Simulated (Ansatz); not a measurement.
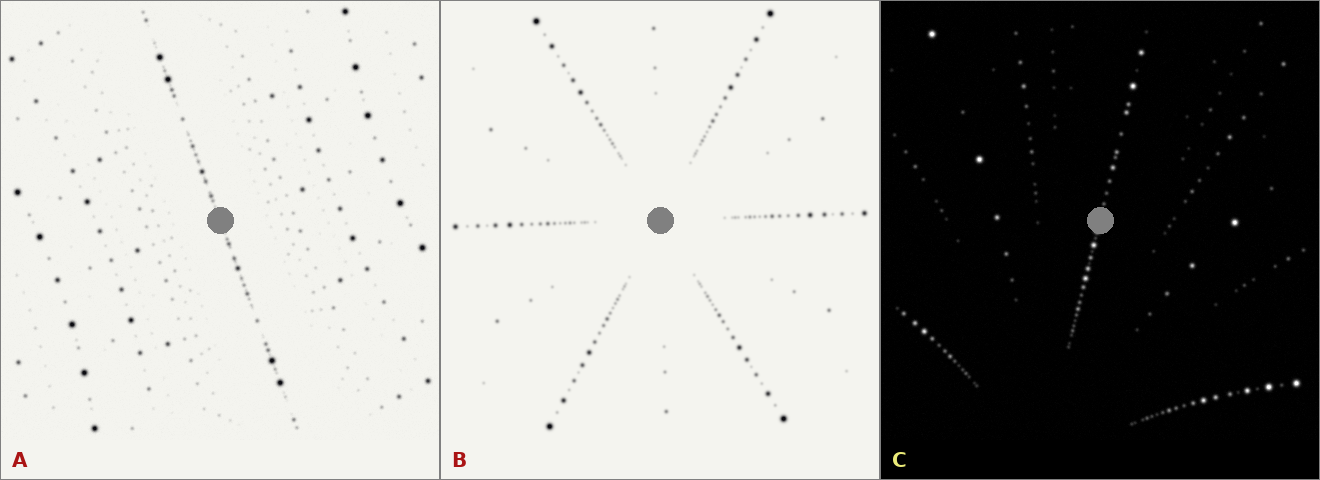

Simulated back-reflection Laue patterns (white X-rays, 0.45 to 2.2 Å, flat plate covering ±45° about the beam, kinematic intensities, seen from the source). Crystal: Zn, space group P6_3/mmc (No. 194), a = 2.686 Å, c = 10.058 Å (hexagonal axes). Structure: the input geometry of an electronic-structure calculation (not necessarily at equilibrium); the starting structure was generated, so it need not be a known form of this composition.

Q: The directions [001], [210], [211] point towards the source, in some order. Which is which?

A: A: [210], symmetry 2mm (a twofold axis with two mirror lines). B: [001], symmetry 6mm (a sixfold axis with mirror lines). C: [211], symmetry m (one mirror line). The Laue class is 6/mmm.
